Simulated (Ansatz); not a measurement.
# Run report: MoHCl₂F₅, geometry relaxation

- system: MoHCl₂F₅
- method: RKS B3LYP-D4/def2-SVP (Ansatz 0.2.0)

It belongs to a series of runs on one base structure; here: end point A relaxed.

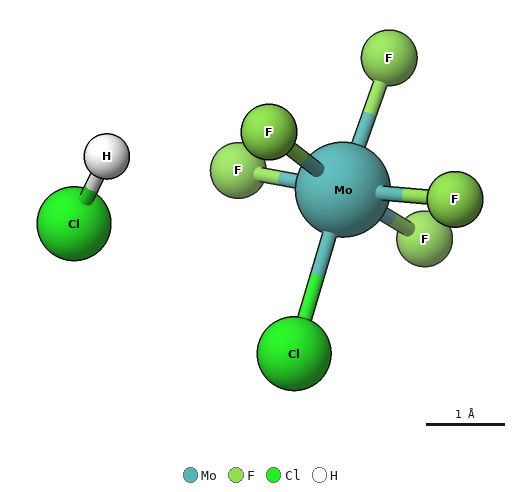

Figure 1. The starting structure (ball-and-stick view, seen at a tilt). Sticks mark near contacts. Bond lengths as drawn: Cl–H 1.33 Å, Cl–Mo 2.26 Å and F–Mo 1.81 to 1.84 Å.

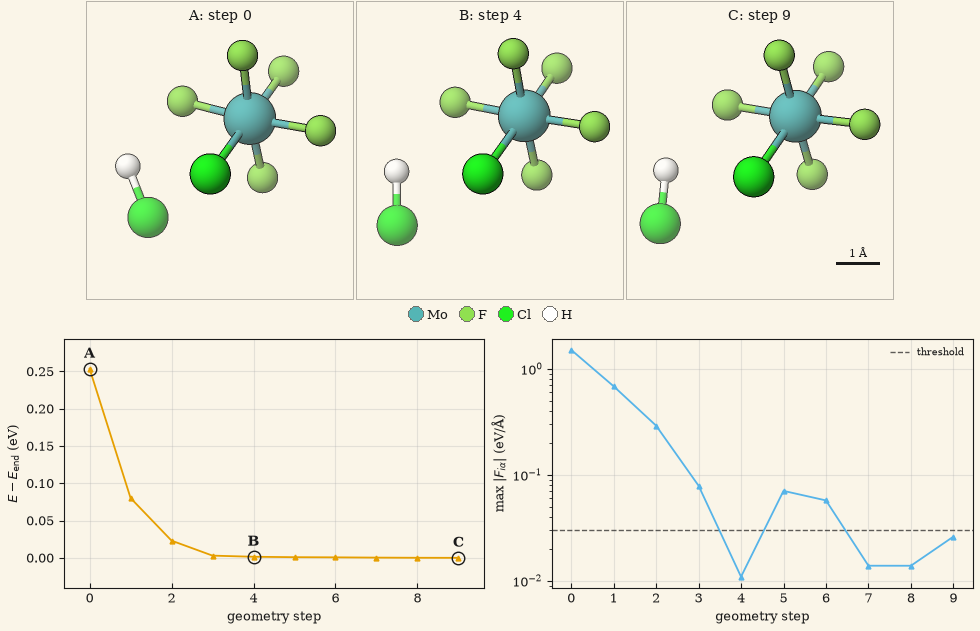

Figure 2. Frames of the relaxation (ball-and-stick view, seen at a tilt) above the curves, on which the letters mark them (the first geometry is step 0 here and step 1 in the log).

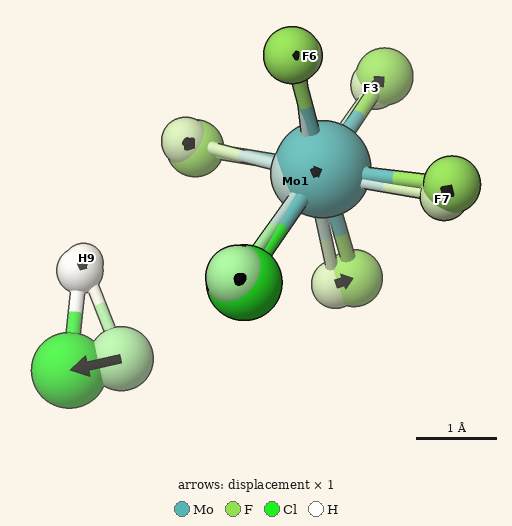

Figure 3. Start (faint) and end (solid) with the displacements as black arrows, at true length (ball-and-stick view, seen at a tilt). The two geometries are laid on each other by the best rigid fit. The largest move after the best rigid fit is that of Cl8, 0.67 Å. By element the largest moves are Cl 0.67 Å, F 0.24 Å, Mo 0.14 Å, H 0.11 Å. Distances before and after: Mo1–F2 1.809 → 1.849 Å, Cl8–H9 1.331 → 1.291 Å, Mo1–F4 1.825 → 1.831 Å, Mo1–F6 1.838 → 1.834 Å. Among the angles that change: F2–Mo1–F4 92.8° → 89.5°, F4–Mo1–Cl5 94.1° → 91.5°, F2–Mo1–Cl5 93.9° → 91.4°. After 9 geometry steps the energy has fallen by 0.254 eV. The largest force component goes from 1.5 to 0.026 eV/Å. (Atoms are counted from 1 in the order of the input.)

These pictures come from the run below.

Input
```yaml
crystal:
  periodic: [false, false, false]
  atoms:
    - { symbol: Mo, position_ang: [0.014821, -0.134663, -0.136297] }
    - { symbol: F, position_ang: [-0.122077, -0.041064, 1.664702] }
    - { symbol: F, position_ang: [1.84354, -0.018734, 0.075202] }
    - { symbol: F, position_ang: [-0.021276, 1.680167, -0.322956] }
    - { symbol: Cl, position_ang: [-2.214339, -0.373813, -0.447175] }
    - { symbol: F, position_ang: [0.217346, -1.956445, 0.004477] }
    - { symbol: F, position_ang: [0.292327, -0.276856, -1.945486] }
    - { symbol: Cl, position_ang: [-2.00691, 2.134351, 1.676674] }
    - { symbol: H, position_ang: [-1.330132, 1.435658, 2.584859] }
basis:
  gaussian: { orbitals: def2-SVP }
hamiltonian:
  xc: b3lyp
  dispersion: d4
relax:
  f_tol: 0.03
  max_steps: 50
```

Launched with:
```bash
ansatz run input.yaml --threads 4 --pin off --max-ram 5120MiB --backend cpu --events-out ev --progress --plain --runs-dir out
```

Log
```
The last accepted step is kept in [file] (removed where the run ends without a failure and the disk answers)
Engine: ansatz 0.2.0, aarch64-unknown-linux-gnu
Functional definition: B3LYP
  parameter a0 = 0.2
  parameter ax = 0.72
  parameter ac = 0.81
  exchange = (1 - a0 - ax)*slater_x + ax*b88_x + a0*exact_x
  correlation = (1 - ac)*vwn_rpa_c + ac*lyp_c
1463 factors; integrals over basis functions are off by at most 3.7e-4 eV
mean field evaluation 1: about -40475.2318 eV, gradient 8.8e1 eV
mean field evaluation 2: about -40225.6029 eV, gradient 3.1e2 eV
mean field evaluation 4: about -40487.7134 eV, gradient 3.0e1 eV
mean field evaluation 8: about -40489.6973 eV, gradient 2.6e-1 eV
mean field evaluation 16: about -40489.7996 eV, gradient 1.3e-3 eV
mean field -40489.79958198 eV, -1487.9726896660 hartree, gradient 8.1e-5 eV, S^2 0.000000; 0 other end points of the search recorded, 0 dependent functions left out
the calculation of the forces begins
reference -40489.79991676 eV, -1487.9727019690 hartree; 47, 47 occupied and 95, 95 virtual orbitals, 1463 factors
relax step   1: F+E_penalty+E_count = -40490.27410475 eV  Δ(F+E_penalty+E_count) = +0.000e0 eV  max|allowed force component| = 1.514e0 eV/Å  Δτ_max = 0.0000 Å  (35 SCF iters, accepted)
these checks for a lower state are left out or cut short: starts, cluster_reference, orbital_swaps, neighbouring_geometries, increment
1463 factors; integrals over basis functions are off by at most 3.0e-4 eV
mean field -40489.98802764 eV, -1487.9796149163 hartree, gradient 2.5e-5 eV, S^2 0.000000; 0 other end points of the search recorded, 0 dependent functions left out
the calculation of the forces begins
reference -40489.98836539 eV, -1487.9796273283 hartree; 47, 47 occupied and 95, 95 virtual orbitals, 1463 factors
relax step   2: F+E_penalty+E_count = -40490.44748634 eV  Δ(F+E_penalty+E_count) = -1.734e-1 eV  max|allowed force component| = 6.864e-1 eV/Å  Δτ_max = 0.1950 Å  (36 SCF iters, accepted)
these checks for a lower state are left out or cut short: starts, cluster_reference, orbital_swaps, neighbouring_geometries, increment
1463 factors; integrals over basis functions are off by at most 2.4e-4 eV
mean field evaluation 32: about -40490.0588 eV, gradient 1.6e-3 eV
mean field -40490.05880598 eV, -1487.9822159723 hartree, gradient 1.1e-5 eV, S^2 0.000000; 0 other end points of the search recorded, 0 dependent functions left out
the calculation of the forces begins
reference -40490.05914619 eV, -1487.9822284747 hartree; 47, 47 occupied and 95, 95 virtual orbitals, 1463 factors
relax step   3: F+E_penalty+E_count = -40490.50461103 eV  Δ(F+E_penalty+E_count) = -5.712e-2 eV  max|allowed force component| = 2.917e-1 eV/Å  Δτ_max = 0.2000 Å  (38 SCF iters, accepted)
these checks for a lower state are left out or cut short: starts, cluster_reference, orbital_swaps, neighbouring_geometries, increment
1463 factors; integrals over basis functions are off by at most 2.3e-4 eV
mean field -40490.08894171 eV, -1487.9833234398 hartree, gradient 1.6e-5 eV, S^2 0.000000; 0 other end points of the search recorded, 0 dependent functions left out
the calculation of the forces begins
reference -40490.08928373 eV, -1487.9833360087 hartree; 47, 47 occupied and 95, 95 virtual orbitals, 1463 factors
relax step   4: F+E_penalty+E_count = -40490.52469299 eV  Δ(F+E_penalty+E_count) = -2.008e-2 eV  max|allowed force component| = 7.910e-2 eV/Å  Δτ_max = 0.1336 Å  (37 SCF iters, accepted)
these checks for a lower state are left out or cut short: starts, cluster_reference, orbital_swaps, neighbouring_geometries, increment
1463 factors; integrals over basis functions are off by at most 2.3e-4 eV
mean field -40490.09077330 eV, -1487.9833907494 hartree, gradient 1.7e-5 eV, S^2 0.000000; 0 other end points of the search recorded, 0 dependent functions left out
the calculation of the forces begins
reference -40490.09111540 eV, -1487.9834033213 hartree; 47, 47 occupied and 95, 95 virtual orbitals, 1463 factors
relax step   5: F+E_penalty+E_count = -40490.52621764 eV  Δ(F+E_penalty+E_count) = -1.525e-3 eV  max|allowed force component| = 1.093e-2 eV/Å  Δτ_max = 0.0490 Å  (36 SCF iters, accepted)
these checks for a lower state are left out or cut short: starts, cluster_reference, orbital_swaps, neighbouring_geometries, increment
1463 factors; integrals over basis functions are off by at most 2.3e-4 eV
mean field -40490.09379571 eV, -1487.9835018211 hartree, gradient 1.9e-5 eV, S^2 0.000000; 0 other end points of the search recorded, 0 dependent functions left out
the calculation of the forces begins
reference -40490.09413830 eV, -1487.9835144111 hartree; 47, 47 occupied and 95, 95 virtual orbitals, 1463 factors
relax step   6: F+E_penalty+E_count = -40490.52677487 eV  Δ(F+E_penalty+E_count) = -5.572e-4 eV  max|allowed force component| = 7.063e-2 eV/Å  Δτ_max = 0.0704 Å  (36 SCF iters, accepted)
these checks for a lower state are left out or cut short: starts, cluster_reference, orbital_swaps, neighbouring_geometries, increment
1463 factors; integrals over basis functions are off by at most 2.3e-4 eV
mean field -40490.09353426 eV, -1487.9834922130 hartree, gradient 1.2e-5 eV, S^2 0.000000; 0 other end points of the search recorded, 0 dependent functions left out
the calculation of the forces begins
reference -40490.09387674 eV, -1487.9835047988 hartree; 47, 47 occupied and 95, 95 virtual orbitals, 1463 factors
relax step   7: F+E_penalty+E_count = -40490.52698624 eV  Δ(F+E_penalty+E_count) = -2.114e-4 eV  max|allowed force component| = 5.740e-2 eV/Å  Δτ_max = 0.0193 Å  (37 SCF iters, accepted)
these checks for a lower state are left out or cut short: starts, cluster_reference, orbital_swaps, neighbouring_geometries, increment
1463 factors; integrals over basis functions are off by at most 2.3e-4 eV
mean field evaluation 64: about -40489.9900 eV, gradient 1.6e0 eV
mean field -40490.09384480 eV, -1487.9835036252 hartree, gradient 1.3e-5 eV, S^2 0.000000; 0 other end points of the search recorded, 0 dependent functions left out
the calculation of the forces begins
reference -40490.09418730 eV, -1487.9835162116 hartree; 47, 47 occupied and 95, 95 virtual orbitals, 1463 factors
relax step   8: F+E_penalty+E_count = -40490.52734111 eV  Δ(F+E_penalty+E_count) = -3.549e-4 eV  max|allowed force component| = 1.389e-2 eV/Å  Δτ_max = 0.0281 Å  (37 SCF iters, accepted)
these checks for a lower state are left out or cut short: starts, cluster_reference, orbital_swaps, neighbouring_geometries, increment
1463 factors; integrals over basis functions are off by at most 2.4e-4 eV
mean field -40490.09358475 eV, -1487.9834940683 hartree, gradient 1.8e-5 eV, S^2 0.000000; 0 other end points of the search recorded, 0 dependent functions left out
the calculation of the forces begins
reference -40490.09392724 eV, -1487.9835066548 hartree; 47, 47 occupied and 95, 95 virtual orbitals, 1463 factors
relax step   9: F+E_penalty+E_count = -40490.52756251 eV  Δ(F+E_penalty+E_count) = -2.214e-4 eV  max|allowed force component| = 1.388e-2 eV/Å  Δτ_max = 0.0482 Å  (36 SCF iters, accepted)
these checks for a lower state are left out or cut short: starts, cluster_reference, orbital_swaps, neighbouring_geometries, increment
1463 factors; integrals over basis functions are off by at most 2.4e-4 eV
mean field -40490.09515110 eV, -1487.9835516309 hartree, gradient 1.5e-5 eV, S^2 0.000000; 0 other end points of the search recorded, 0 dependent functions left out
the calculation of the forces begins
reference -40490.09549396 eV, -1487.9835642305 hartree; 47, 47 occupied and 95, 95 virtual orbitals, 1463 factors
relax step  10: F+E_penalty+E_count = -40490.52764497 eV  Δ(F+E_penalty+E_count) = -8.246e-5 eV  max|allowed force component| = 2.613e-2 eV/Å  Δτ_max = 0.0497 Å  (36 SCF iters, accepted)
1463 factors; integrals over basis functions are off by at most 2.4e-4 eV
mean field evaluation 96: about -40490.0949 eV, gradient 3.4e-1 eV
mean field -40490.09515110 eV, -1487.9835516309 hartree, gradient 1.5e-5 eV, S^2 0.000000; 1 other end points of the search recorded, 0 dependent functions left out
the calculation of the forces begins
reference -40490.09549396 eV, -1487.9835642305 hartree; 47, 47 occupied and 95, 95 virtual orbitals, 1463 factors
Total energy: -40490.52798783 eV, -1487.9994580870 hartree
Atom 0 at     0.108407    -0.177371    -0.235475 Å, force    -0.000998    -0.008752     0.013216 eV/Å
Atom 1 at    -0.050731     0.108514     1.584047 Å, force     0.002622    -0.006121    -0.023820 eV/Å
Atom 2 at     1.935539    -0.134816    -0.017882 Å, force    -0.008757    -0.003053     0.001003 eV/Å
Atom 3 at     0.143158     1.633769    -0.501970 Å, force     0.000768    -0.007629    -0.000823 eV/Å
Atom 4 at    -2.142600    -0.231623    -0.479865 Å, force     0.006485    -0.001014    -0.001189 eV/Å
Atom 5 at     0.162688    -1.984564     0.069638 Å, force     0.001225     0.026129    -0.002818 eV/Å
Atom 6 at     0.372840    -0.457933    -2.025108 Å, force    -0.003672     0.002107     0.014653 eV/Å
Atom 7 at    -2.430849     2.199115     2.181149 Å, force     0.007872    -0.007687     0.000890 eV/Å
Atom 8 at    -1.425153     1.493510     2.579465 Å, force    -0.005545     0.006018    -0.001111 eV/Å
Dipole moment:    -0.090880    -0.135521     0.011065 e Å
```

Trajectory as extended XYZ (Å, eV, eV/Å), 10 frames, from step=1 to step=10
```
9
Properties=species:S:1:pos:R:3:forces:R:3 step=1 energy=-40490.27410
Mo    0.0148   -0.1347   -0.1363    0.5241  -0.5394  -1.5138
F    -0.1221   -0.0411    1.6647   -0.0731  -0.0179   1.0632
F     1.8435   -0.0187    0.0752    0.0103   0.0505  -0.0085
F    -0.0213    1.6802   -0.3230    0.0695  -0.0098  -0.0504
Cl   -2.2143   -0.3738   -0.4472   -0.0343  -0.0224   0.0306
F     0.2173   -1.9564    0.0045   -0.0264  -0.0057  -0.0098
F     0.2923   -0.2769   -1.9455    0.0519  -0.0278  -0.0105
Cl   -2.0069    2.1344    1.6767    0.1164  -0.0962   1.2582
H    -1.3301    1.4357    2.5849   -0.6383   0.6688  -0.7589
9
Properties=species:S:1:pos:R:3:forces:R:3 step=2 energy=-40490.44749
Mo    0.0403   -0.1639   -0.1693    0.2317  -0.2328  -0.5224
F    -0.1189   -0.0599    1.6557   -0.0730   0.0574   0.2915
F     1.8631   -0.0249    0.0636   -0.0097  -0.0147  -0.0205
F    -0.0074    1.6546   -0.3412   -0.0451  -0.0321   0.0442
Cl   -2.2001   -0.3854   -0.4500    0.0637   0.0532   0.0448
F     0.2313   -1.9827   -0.0124    0.0193  -0.0066  -0.0464
F     0.3193   -0.2975   -1.9756    0.0271  -0.0559   0.0058
Cl   -2.0988    2.2432    1.8098    0.2736  -0.2879   0.6864
H    -1.3554    1.4651    2.5732   -0.4876   0.5194  -0.4834
9
Properties=species:S:1:pos:R:3:forces:R:3 step=3 energy=-40490.50461
Mo    0.0771   -0.2031   -0.1987    0.0430  -0.0374  -0.1066
F    -0.1131   -0.0637    1.6303    0.0978  -0.1012   0.1122
F     1.8987   -0.0617    0.0242    0.0000   0.0539   0.0633
F    -0.0102    1.6191   -0.3150    0.1193   0.0392  -0.1242
Cl   -2.1703   -0.3516   -0.4143   -0.0510  -0.1042  -0.0972
F     0.2697   -2.0226   -0.0703   -0.0835   0.0076   0.1077
F     0.3511   -0.3406   -2.0042   -0.0782   0.0980  -0.0085
Cl   -2.2218    2.3385    1.9355    0.2382  -0.2449   0.2917
H    -1.4080    1.5344    2.5664   -0.2857   0.2889  -0.2383
9
Properties=species:S:1:pos:R:3:forces:R:3 step=4 energy=-40490.52469
Mo    0.0841   -0.2056   -0.2149    0.0123  -0.0378   0.0088
F    -0.1103   -0.0494    1.6153    0.0137   0.0073  -0.0190
F     1.9043   -0.0728    0.0285   -0.0214  -0.0033   0.0003
F     0.0258    1.6151   -0.3751    0.0110   0.0290  -0.0034
Cl   -2.1614   -0.3662   -0.4722   -0.0022  -0.0103  -0.0109
F     0.2492   -2.0236   -0.0382   -0.0110   0.0261   0.0067
F     0.3644   -0.3566   -2.0178   -0.0009  -0.0020   0.0123
Cl   -2.2880    2.3360    2.0516   -0.0791   0.0607  -0.0335
H    -1.3949    1.5716    2.5768    0.0776  -0.0696   0.0386
9
Properties=species:S:1:pos:R:3:forces:R:3 step=5 energy=-40490.52622
Mo    0.0879   -0.1976   -0.2199    0.0061  -0.0019  -0.0008
F    -0.0985   -0.0098    1.6076    0.0017   0.0017   0.0020
F     1.9098   -0.0873    0.0185   -0.0035   0.0001  -0.0026
F     0.0524    1.6225   -0.4045   -0.0003   0.0011  -0.0049
Cl   -2.1584   -0.3403   -0.4784   -0.0003   0.0029  -0.0028
F     0.2280   -2.0134   -0.0119   -0.0044  -0.0046   0.0100
F     0.3675   -0.3803   -2.0195    0.0034   0.0039  -0.0035
Cl   -2.3160    2.3036    2.0754   -0.0004  -0.0033   0.0109
H    -1.3995    1.5513    2.5866   -0.0024   0.0001  -0.0083
9
Properties=species:S:1:pos:R:3:forces:R:3 step=6 energy=-40490.52677
Mo    0.0924   -0.1927   -0.2260    0.0073   0.0006  -0.0112
F    -0.0916    0.0238    1.5989   -0.0070   0.0122  -0.0038
F     1.9153   -0.1013    0.0122   -0.0066  -0.0007  -0.0061
F     0.0774    1.6263   -0.4362   -0.0099  -0.0316   0.0098
Cl   -2.1543   -0.3178   -0.4919    0.0106   0.0152   0.0086
F     0.2086   -2.0067    0.0142   -0.0001   0.0159  -0.0044
F     0.3752   -0.4028   -2.0224    0.0045  -0.0034   0.0104
Cl   -2.3573    2.2763    2.1254    0.0706  -0.0576   0.0303
H    -1.3924    1.5435    2.5797   -0.0694   0.0494  -0.0336
9
Properties=species:S:1:pos:R:3:forces:R:3 step=7 energy=-40490.52699
Mo    0.0932   -0.1907   -0.2263    0.0131   0.0046  -0.0214
F    -0.0888    0.0335    1.5976   -0.0034   0.0025   0.0105
F     1.9164   -0.1019    0.0091   -0.0028   0.0024  -0.0016
F     0.0801    1.6273   -0.4416   -0.0042  -0.0207   0.0021
Cl   -2.1538   -0.3103   -0.4889    0.0033   0.0085   0.0041
F     0.2064   -2.0038    0.0197   -0.0044   0.0061   0.0017
F     0.3750   -0.4084   -2.0219   -0.0005   0.0007   0.0063
Cl   -2.3530    2.2759    2.1248    0.0563  -0.0496   0.0275
H    -1.4022    1.5270    2.5814   -0.0574   0.0455  -0.0293
9
Properties=species:S:1:pos:R:3:forces:R:3 step=8 energy=-40490.52734
Mo    0.0970   -0.1876   -0.2284    0.0027  -0.0063  -0.0090
F    -0.0806    0.0529    1.5944    0.0036  -0.0019   0.0092
F     1.9210   -0.1086    0.0027    0.0024   0.0021   0.0022
F     0.0944    1.6280   -0.4571    0.0031   0.0139  -0.0017
Cl   -2.1513   -0.2883   -0.4848   -0.0012  -0.0025  -0.0013
F     0.1964   -1.9991    0.0329   -0.0063  -0.0001   0.0011
F     0.3749   -0.4210   -2.0223   -0.0027  -0.0032  -0.0001
Cl   -2.3693    2.2580    2.1389    0.0047  -0.0082   0.0028
H    -1.4091    1.5143    2.5777   -0.0063   0.0064  -0.0033
9
Properties=species:S:1:pos:R:3:forces:R:3 step=9 energy=-40490.52756
Mo    0.1022   -0.1806   -0.2309   -0.0045  -0.0135   0.0032
F    -0.0646    0.0847    1.5904    0.0053  -0.0074  -0.0117
F     1.9281   -0.1215   -0.0080   -0.0006  -0.0039   0.0017
F     0.1206    1.6325   -0.4803   -0.0010   0.0081  -0.0016
Cl   -2.1478   -0.2567   -0.4803    0.0053   0.0003  -0.0007
F     0.1761   -1.9901    0.0544    0.0015   0.0139  -0.0010
F     0.3720   -0.4395   -2.0228   -0.0012  -0.0020   0.0066
Cl   -2.3972    2.2208    2.1517   -0.0080   0.0046   0.0023
H    -1.4161    1.4990    2.5797    0.0030  -0.0001   0.0012
9
Properties=species:S:1:pos:R:3:forces:R:3 step=10 energy=-40490.52765
Mo    0.1084   -0.1774   -0.2355   -0.0010  -0.0088   0.0132
F    -0.0507    0.1085    1.5840    0.0026  -0.0061  -0.0238
F     1.9355   -0.1348   -0.0179   -0.0088  -0.0031   0.0010
F     0.1432    1.6338   -0.5020    0.0008  -0.0076  -0.0008
Cl   -2.1426   -0.2316   -0.4799    0.0065  -0.0010  -0.0012
F     0.1627   -1.9846    0.0696    0.0012   0.0261  -0.0028
F     0.3728   -0.4579   -2.0251   -0.0037   0.0021   0.0147
Cl   -2.4308    2.1991    2.1811    0.0079  -0.0077   0.0009
H    -1.4252    1.4935    2.5795   -0.0055   0.0060  -0.0011
```

Summary

```csv
quantity,value
outcome,converged
total energy,−40490.5280 eV
mean-field energy,−40490.0955 eV
largest force (length of the vector) at the end,0.026 eV/Å
hardware,"4 threads of Arm Neoverse V1, 24 GiB of memory available, shared host"
wall time,42 s (CPU time 2.6 min)
peak memory,0.48 GiB
```

Notes

The run takes a singlet; with an open-shell metal another spin state may lie lower.
